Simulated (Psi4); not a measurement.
**C2H4GaN (SMILES N=C=[CH][GaH2]): PBE/aug-cc-pVTZ (density fitting with def2-universal-jkfit, sweep point 11)**

Aim: the vertical ionisation energy of C2H4GaN at PBE/aug-cc-pVTZ (density fitting with def2-universal-jkfit, sweep point 11), from 2 runs. 

Program for the calculation: Psi4 1.11.

8 further runs of the same task are left out: 8 that didn't finish.

## (1) The structure to begin with

C2H4GaN: 8 atoms, total charge 0, spin state singlet. As SMILES, `N=C=[CH][GaH2]`. The coordinates come from a PBE0-D4/def2-TZVP relaxation.

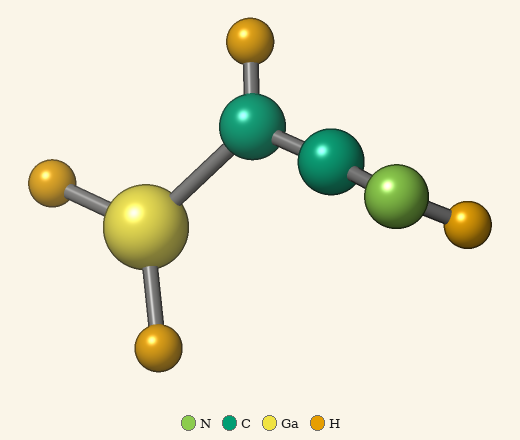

The structure, seen from a chosen angle (nitrogen green, carbon teal, gallium yellow, hydrogen amber).

## (2) A single-point energy at PBE/aug-cc-pVTZ (density fitting with def2-universal-jkfit, sweep point 11)

Contents of job.inp:

```
memory 1600 MB

molecule m {
  0 1
  N      0.336900     2.061700    -0.854600
  C      0.365600     1.114900    -0.096000
  C      0.472300     0.025700     0.622800
  Ga    -0.381300    -1.593600     0.007200
  H     -0.411400     2.740600    -0.770200
  H      1.040500     0.073900     1.545200
  H     -0.231900    -2.886400     0.876300
  H     -1.190600    -1.536800    -1.330700
  units angstrom
  symmetry c1
}

set basis aug-cc-pVTZ
set puream true
set scf_type df
set dft_radial_points 99
set dft_spherical_points 590
set df_basis_scf def2-universal-jkfit

energy('pbe')
```

The run is started by

```console
$ psi4 -i job.inp -o job.out -n 1
```

job.out:

```text
[...]
  Running in c1 symmetry.
[...]
  Nuclear repulsion =  206.759086002099480
[...]
  Multiplicity = 1
[...]
  Nalpha       = 27
  Nbeta        = 27
[...]
    Number of basis functions: 289
[...]
   @DF-RKS iter   1: -2055.79182986618798   -1.48668e+00   8.78739e-03 DIIS/ADIIS
[...]
   @DF-RKS iter  13: -2057.79562693314983   -1.19002e-07   1.90465e-07 DIIS
[...]
    Orbital Energies [Eh]
    ---------------------
    Doubly Occupied:
       1A   -370.949040     2A    -45.346357     3A    -40.191395
       4A    -40.186915     5A    -40.186878     6A    -14.007053
       7A     -9.958800     8A     -9.888971     9A     -5.270017
      10A     -3.602542    11A     -3.590464    12A     -3.590020
      13A     -0.863924    14A     -0.739145    15A     -0.731728
      16A     -0.730963    17A     -0.730557    18A     -0.727111
      19A     -0.677775    20A     -0.523536    21A     -0.434846
      22A     -0.417553    23A     -0.350358    24A     -0.336446
      25A     -0.267635    26A     -0.265308    27A     -0.222775
[...]
  @DF-RKS Final Energy: -2057.79562693314983
   => Energetics <=
    Nuclear Repulsion Energy =            206.7590860020994796
    One-Electron Energy =               -3273.6671162212765012
    Two-Electron Energy =                1102.8510599036990243
    DFT Exchange-Correlation Energy =     -93.7386566176721630
    Empirical Dispersion Energy =           0.0000000000000000
    VV10 Nonlocal Energy =                  0.0000000000000000
    Total Energy =                      -2057.7956269331498333
[...]
 Multipole Moments:
 ------------------------------------------------------------------------------------
     Multipole            Electronic (a.u.)      Nuclear  (a.u.)        Total (a.u.)
 ------------------------------------------------------------------------------------
 L = 1.  Multiply by 2.5417464519 to convert [e a0] to [Debye]
 Dipole X            :         -1.7338725            1.4401175           -0.2937549
 Dipole Y            :         -6.8717704            7.1772559            0.3054855
 Dipole Z            :          0.2113357            0.1342795            0.3456151
 Magnitude           :                                                    0.5468667
[...]
```

Run time: 2.6 min. Hardware: 1 thread of Intel Xeon Platinum 8259CL at 2.50GHz (Skylake/Cascade Lake), shared host; peak memory 1.6 GiB.

## (3) The doublet cation at the same level

Contents of calc.in:

```
memory 1.6 GB

molecule molecule1 {
  1 2
  N      0.336900     2.061700    -0.854600
  C      0.365600     1.114900    -0.096000
  C      0.472300     0.025700     0.622800
  Ga    -0.381300    -1.593600     0.007200
  H     -0.411400     2.740600    -0.770200
  H      1.040500     0.073900     1.545200
  H     -0.231900    -2.886400     0.876300
  H     -1.190600    -1.536800    -1.330700
  symmetry c1
}

set globals {
  reference uks
  puream true
  scf_type df
  dft_radial_points 99
  dft_spherical_points 590
  maxiter 100
  df_basis_scf def2-universal-jkfit
}

energy('pbe/aug-cc-pVTZ')
```

The run is started by

```console
$ psi4 -i calc.in -o calc.out -n 1
```

calc.out:

```text
[...]
  Running in c1 symmetry.
[...]
  Nuclear repulsion =  206.759086002099480
[...]
  Multiplicity = 2
[...]
  Nalpha       = 27
  Nbeta        = 26
[...]
    Number of basis functions: 289
[...]
   @DF-UKS iter   1: -2055.70478603294350   -1.39964e+00   8.49303e-03 DIIS/ADIIS
[...]
   @DF-UKS iter  25: -2057.45872584761673   -3.27892e-07   1.57613e-07 DIIS
[...]
   @S^2 Observed:                7.561955461E-01
[...]
    Orbital Energies [Eh]
    ---------------------
    Alpha Occupied:
       1A   -371.157015     2A    -45.554114     3A    -40.399321
       4A    -40.394954     5A    -40.394259     6A    -14.274165
       7A    -10.214640     8A    -10.165779     9A     -5.478120
      10A     -3.811047    11A     -3.799603    12A     -3.796620
      13A     -1.114157    14A     -0.965030    15A     -0.942002
      16A     -0.941273    17A     -0.938025    18A     -0.935008
      19A     -0.926541    20A     -0.766928    21A     -0.683729
      22A     -0.644758    23A     -0.610924    24A     -0.562047
      25A     -0.495349    26A     -0.492940    27A     -0.455695
    Alpha Virtual:
[...]
  @DF-UKS Final Energy: -2057.45872584761673
   => Energetics <=
    Nuclear Repulsion Energy =            206.7590860020994796
    One-Electron Energy =               -3261.5415855954142899
    Two-Electron Energy =                1090.7759798524909911
    DFT Exchange-Correlation Energy =     -93.4522061067931986
    Empirical Dispersion Energy =           0.0000000000000000
    VV10 Nonlocal Energy =                  0.0000000000000000
    Total Energy =                      -2057.4587258476167335
[...]
 Multipole Moments:
 ------------------------------------------------------------------------------------
     Multipole            Electronic (a.u.)      Nuclear  (a.u.)        Total (a.u.)
 ------------------------------------------------------------------------------------
 L = 1.  Multiply by 2.5417464519 to convert [e a0] to [Debye]
 Dipole X            :         -1.2584709            1.4401175            0.1816466
 Dipole Y            :         -5.4020001            7.1772559            1.7752558
 Dipole Z            :          0.2075231            0.1342795            0.3418025
 Magnitude           :                                                    1.8169638
[...]
```

Wall time 7 min (1 thread of Intel Xeon Platinum 8259CL at 2.50GHz (Skylake/Cascade Lake), shared host); peak memory 1.6 GiB.

## (4) What came out

At PBE/aug-cc-pVTZ (density fitting with def2-universal-jkfit, sweep point 11):

| quantity | value |
| --- | --- |
| singlet C2H4GaN: total energy | -2057.79563 Eh |
| singlet C2H4GaN: dipole moment | 1.39 D |
| singlet C2H4GaN: HOMO energy | -6.06 eV |
| singlet C2H4GaN: LUMO energy | -2.32 eV |
| singlet C2H4GaN: HOMO–LUMO gap | 3.74 eV |
| doublet cation: total energy | -2057.45873 Eh |
| doublet cation: HOMO energy (highest over α and β) | -12.27 eV |
| doublet cation: LUMO energy (lowest over α and β) | -12.20 eV |
| doublet cation: ⟨S²⟩ | 0.756 |
| vertical ionisation energy (to the doublet cation) | 9.168 eV |

**Reading.** The vertical ionisation energy comes to 9.17 eV (211 kcal/mol). The negative HOMO energy of the first species, 6.06 eV, lies 3.11 eV below that difference.
